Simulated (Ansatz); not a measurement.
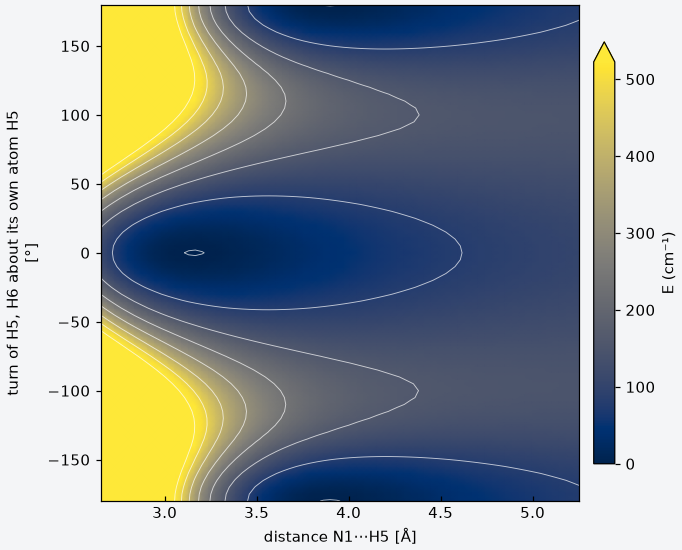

The pair H₃N···H₂. 
- The turn is about an axis along (0.86, 0.46, −0.22) in the frame of the relaxed pair, normal to the line between the partners.
- The first coordinate is: distance N1···H5; the second: turn of H5, H6 about its own atom H5.
- The scan uses a 15 × 15 grid.
- Points are written as (first, second).
- Energies: cm⁻¹, counted from the lowest grid point.
- Level of theory: Ansatz, RHF/def2-TZVPD.

In the figure: a smooth colour map with a few white contour lines, one colour for all values above the top of the scale. Between grid points the surface is interpolated.

The lowest grid point is at (3.842 Å, −180°); the map holds 2 wells of about this depth. The highest grid point, (2.654 Å, −156°), lies 2494 cm⁻¹ above the lowest. Round the minimum the two coordinates are nearly uncoupled.

The level of theory is changed to Ansatz 0.2.0, RKS B3LYP-D4/def2-TZVPD; with it change the reference geometry, relaxed at the new level; the new grid has 15 × 15 points.

> How does the landscape change?

The minimum (interpolated where it lies between grid points) moves from about (3.897 Å, −180°) to (3.489 Å, −180°). The curvature at the minimum changes from about 0.05 to 0.15 eV/Å² along distance N1···H5 and from about 0.1 to 0.18 eV/rad² along the second coordinate. In the new map: at the highest point the unbonded atoms N1···H6 come to 1.55 Å, against 2.74 Å at the lowest; the sum of their van der Waals radii is about 2.9 Å.

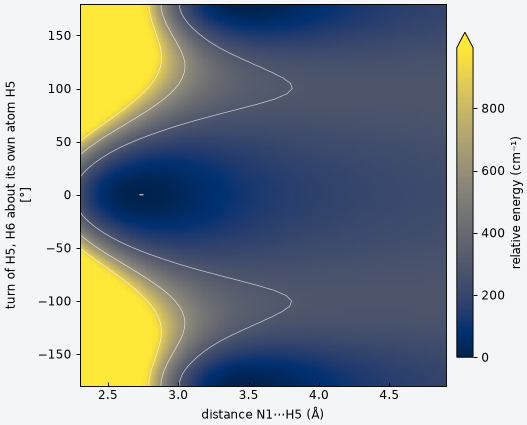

The map after the change, on a colour scale of its own. In the figure: a smooth colour map with a few white contour lines, one colour for all values above the top of the scale. Between grid points the surface is interpolated.
